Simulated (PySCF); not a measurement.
## C₆H₂₀Si₃: one change and its effect

System: C₆H₂₀Si₃, SMILES C[C@H]([SiH3])[C@@H]([SiH3])C[C@@H](C)[SiH3].
Method of run A: GIAO PBE0/6-31G* NMR shielding, non-relativistic, gas phase (PySCF 2.14.0).

The geometry comes from this level: GFN2-xTB. Text and figures count atoms from 1; the logs count them from 0 in places.

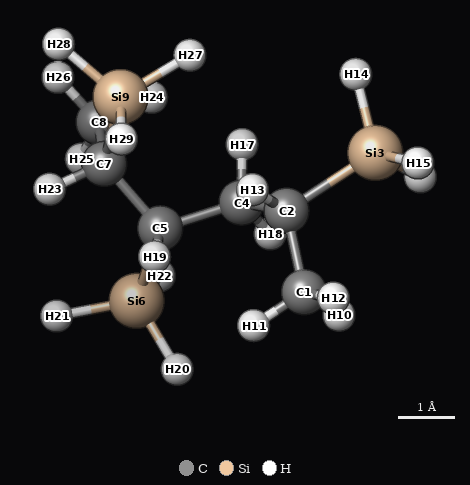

Figure 1. The input geometry (ball-and-stick view, seen at an oblique angle; atoms are numbered from 1 in the order of the input). Bond lengths as drawn: C–C 1.53 to 1.54 Å, C–H 1.09 to 1.10 Å, C–Si 1.91 Å and H–Si 1.46 to 1.47 Å.

Input file, run A:
```
{"job": {"xc": "PBE0", "basis": "6-31G*", "kind": "nmr", "pop": false}, "charge": 0, "multiplicity": 1}
C      2.597453    -0.542430     0.808075
C      1.640672     0.514268     0.260113
Si     2.557711     1.744750    -0.873617
C      0.468320    -0.139545    -0.477126
C     -0.551361    -0.822204     0.453382
Si    -0.818871    -2.648700    -0.041971
C     -1.868405    -0.039303     0.594536
C     -2.691706    -0.022670    -0.690677
Si    -1.631294     1.727126     1.285522
H      3.045325    -1.110597    -0.005744
H      2.081523    -1.245492     1.461267
H      3.399040    -0.077949     1.379376
H      1.232874     1.073262     1.110906
H      1.632191     2.802088    -1.287581
H      3.687794     2.331343    -0.150470
H      3.052773     1.041731    -2.060357
H     -0.048750     0.616112    -1.071687
H      0.882057    -0.860501    -1.188588
H     -0.116018    -0.844038     1.460535
H      0.405413    -3.393600     0.263544
H     -1.933542    -3.212888     0.723313
H     -1.085530    -2.777034    -1.476509
H     -2.465064    -0.580143     1.342192
H     -2.148945     0.451782    -1.505640
H     -2.948701    -1.035156    -1.001484
H     -3.618222     0.529607    -0.541513
H     -0.916469     2.596948     0.350207
H     -2.958748     2.297706     1.532337
H     -0.901428     1.653479     2.554476
```

The first line tells a small driver script what to run in PySCF; the rest is the geometry in Å.

Launched with:
```bash
OMP_NUM_THREADS=1 python <driver script> task.json out
```

Hardware: 1 CPU thread, shared host.

Output, shortened to warnings, some set-up lines, iterations and results (run A):
```
coarse grid: 23792 points
[...]
cycle   1  E = -1108.4304056482  dE =  3.697e-01  |g| = 4.721e-01  |ddm| = 4.373e+00
cycle   2  E = -1108.4003048932  dE =  3.010e-02  |g| = 5.763e-01  |ddm| = 1.104e+00
cycle   3  E = -1108.4918622005  dE = -9.156e-02  |g| = 5.318e-02  |ddm| = 6.721e-01
cycle   4  E = -1108.4924416502  dE = -5.794e-04  |g| = 2.883e-02  |ddm| = 8.894e-02
cycle   5  E = -1108.4926538596  dE = -2.122e-04  |g| = 4.091e-03  |ddm| = 3.097e-02
cycle   6  E = -1108.4926579353  dE = -4.076e-06  |g| = 1.173e-03  |ddm| = 5.019e-03
cycle   7  E = -1108.3931445499  dE = -5.745e-05  |g| = 9.689e-03  |ddm| = 4.216e-02
cycle   8  E = -1108.3931289773  dE =  1.557e-05  |g| = 1.228e-02  |ddm| = 2.230e-02
cycle   9  E = -1108.3931702030  dE = -4.123e-05  |g| = 7.990e-04  |ddm| = 1.323e-02
cycle  10  E = -1108.3931703614  dE = -1.584e-07  |g| = 2.646e-04  |ddm| = 1.230e-03
cycle  11  E = -1108.3931703790  dE = -1.765e-08  |g| = 4.700e-05  |ddm| = 2.818e-04
cycle  12  E = -1108.3931703795  dE = -4.952e-10  |g| = 2.056e-05  |ddm| = 6.728e-05
converged SCF energy = -1108.3931703795

GIAO shielding tensors (ppm)
atom      isotropic    diamagn.    paramagn.     s11        s22        s33       span
  0 C      178.519     248.803     -70.284    163.873    176.941    194.742     30.869
  1 C      174.807     245.690     -70.883    162.918    174.528    186.974     24.055
  2 Si     448.973     883.531    -434.558    418.209    428.443    500.267     82.058
  3 C      164.650     249.576     -84.926    153.113    160.996    179.841     26.728
  4 C      170.071     245.491     -75.420    161.881    171.010    177.322     15.441
  5 Si     445.164     884.363    -439.200    404.121    433.251    498.119     93.998
  6 C      174.000     240.857     -66.857    162.752    170.100    189.148     26.396
  7 C      180.197     249.710     -69.513    168.584    177.820    194.187     25.603
  8 Si     449.131     883.150    -434.019    415.408    436.642    495.344     79.936
  9 H       31.633      31.834      -0.201     28.509     28.973     37.417      8.908
 10 H       30.860      32.189      -1.329     25.548     31.394     35.637     10.089
 11 H       31.167      30.815       0.352     26.193     28.828     38.480     12.286
 12 H       31.377      33.978      -2.600     26.909     31.082     36.142      9.233
 13 H       28.282      31.170      -2.888     24.101     27.632     33.113      9.012
 14 H       28.390      30.074      -1.684     24.732     26.111     34.328      9.596
 15 H       28.594      30.895      -2.301     25.328     26.898     33.556      8.229
 16 H       30.435      36.451      -6.016     24.874     32.323     34.108      9.234
 17 H       31.149      35.971      -4.822     25.654     32.926     34.867      9.212
 18 H       30.953      34.449      -3.496     27.938     29.981     34.939      7.000
 19 H       28.366      31.534      -3.168     24.320     27.578     33.200      8.880
 20 H       28.295      31.080      -2.785     24.470     26.146     34.270      9.800
 21 H       28.252      31.974      -3.722     25.137     26.585     33.034      7.897
 22 H       30.747      31.330      -0.583     26.650     28.715     36.876     10.227
 23 H       31.267      32.337      -1.071     27.012     31.182     35.606      8.595
 24 H       31.146      31.416      -0.269     25.627     30.505     37.307     11.679
 25 H       31.233      30.707       0.526     25.983     29.373     38.342     12.359
 26 H       28.364      32.640      -4.276     24.554     28.612     31.926      7.371
 27 H       28.456      30.645      -2.189     24.569     26.295     34.504      9.935
 28 H       28.355      31.724      -3.369     24.728     27.038     33.299      8.571
```

For run B the input was changed thus:
```diff
-"xc": "PBE0"
+"xc": "wB97X"
```

How does run B compare with run A?

The total energies belong to different methods, so their difference says nothing on which is more stable or more accurate. The HOMO goes from −7.28 to −9.55 eV. The LUMO goes from 0.96 to 3.01 eV. The dipole moment goes from 0.49 to 0.44 D. Of all shieldings, the largest change is that of C7, by +4.6 ppm. The functional changes from PBE0 to wB97X. The number of SCF iterations is the same.

Output, shortened to warnings, some set-up lines, iterations and results (run B):
```
coarse grid: 23792 points
[...]
cycle   1  E = -1109.0588208746  dE =  7.767e-01  |g| = 3.109e-01  |ddm| = 4.292e+00
cycle   2  E = -1109.0897928803  dE = -3.097e-02  |g| = 1.439e-01  |ddm| = 4.916e-01
cycle   3  E = -1109.0953736845  dE = -5.581e-03  |g| = 5.700e-02  |ddm| = 1.982e-01
cycle   4  E = -1109.0963578566  dE = -9.842e-04  |g| = 8.833e-03  |ddm| = 7.898e-02
cycle   5  E = -1109.0963837987  dE = -2.594e-05  |g| = 2.966e-03  |ddm| = 1.581e-02
cycle   6  E = -1109.0963871089  dE = -3.310e-06  |g| = 7.194e-04  |ddm| = 5.964e-03
cycle   7  E = -1108.9964163413  dE = -1.164e-04  |g| = 3.795e-03  |ddm| = 3.454e-02
cycle   8  E = -1108.9964203637  dE = -4.022e-06  |g| = 2.194e-03  |ddm| = 6.032e-03
cycle   9  E = -1108.9964215760  dE = -1.212e-06  |g| = 5.327e-04  |ddm| = 2.398e-03
cycle  10  E = -1108.9964216761  dE = -1.001e-07  |g| = 1.147e-04  |ddm| = 7.840e-04
cycle  11  E = -1108.9964216798  dE = -3.738e-09  |g| = 3.313e-05  |ddm| = 1.588e-04
cycle  12  E = -1108.9964216803  dE = -4.329e-10  |g| = 7.768e-06  |ddm| = 6.317e-05
converged SCF energy = -1108.9964216803

GIAO shielding tensors (ppm)
atom      isotropic    diamagn.    paramagn.     s11        s22        s33       span
  0 C      181.332     248.474     -67.142    166.991    179.745    197.261     30.269
  1 C      178.826     246.122     -67.296    166.342    178.965    191.171     24.829
  2 Si     453.481     883.021    -429.539    421.430    432.689    506.325     84.895
  3 C      167.641     249.445     -81.804    156.376    164.415    182.131     25.755
  4 C      174.291     246.170     -71.878    164.428    176.861    181.586     17.158
  5 Si     449.480     883.895    -434.415    407.700    437.371    503.371     95.671
  6 C      178.644     241.410     -62.766    167.452    174.602    193.878     26.426
  7 C      183.124     249.239     -66.115    171.566    181.134    196.672     25.106
  8 Si     453.212     882.634    -429.421    419.109    440.224    500.304     81.195
  9 H       31.775      31.961      -0.185     28.627     29.075     37.625      8.998
 10 H       31.046      32.460      -1.414     25.726     31.624     35.788     10.061
 11 H       31.303      30.788       0.515     26.286     28.924     38.698     12.412
 12 H       31.666      34.555      -2.888     27.123     31.410     36.466      9.343
 13 H       28.412      31.313      -2.901     24.200     27.781     33.255      9.055
 14 H       28.528      30.128      -1.599     24.837     26.272     34.475      9.638
 15 H       28.709      30.993      -2.284     25.398     27.012     33.717      8.319
 16 H       30.694      37.056      -6.362     25.138     32.574     34.369      9.231
 17 H       31.397      36.411      -5.014     25.940     33.073     35.179      9.239
 18 H       31.331      35.083      -3.751     28.137     30.425     35.433      7.296
 19 H       28.495      31.670      -3.174     24.394     27.703     33.389      8.995
 20 H       28.437      31.181      -2.744     24.600     26.311     34.399      9.799
 21 H       28.418      32.141      -3.723     25.287     26.743     33.225      7.938
 22 H       31.118      31.557      -0.438     27.015     29.004     37.335     10.320
 23 H       31.422      32.654      -1.232     27.075     31.360     35.831      8.756
 24 H       31.329      31.532      -0.204     25.791     30.690     37.504     11.712
 25 H       31.386      30.630       0.756     26.108     29.454     38.596     12.488
 26 H       28.500      32.846      -4.346     24.659     28.765     32.077      7.418
 27 H       28.590      30.686      -2.097     24.683     26.426     34.660      9.977
 28 H       28.491      31.867      -3.376     24.860     27.172     33.441      8.581
```

The two runs side by side:

```csv
quantity,run A,run B
outcome,converged,converged
total energy (hartree),−1108.393170,−1108.996422
HOMO (eV),−7.28,−9.55
LUMO (eV),0.96,3.01
dipole moment (D),0.49,0.44
shielding of C2 (ppm),174.8,178.8
shielding of Si3 (ppm),449.0,453.5
shielding of C4 (ppm),164.7,167.6
shielding of C5 (ppm),170.1,174.3
shielding of Si6 (ppm),445.2,449.5
shielding of C7 (ppm),174.0,178.6
shielding of Si9 (ppm),449.1,453.2
SCF iterations,12,12
basis functions,178,178
wall time (shared host),47 s,63 s
```
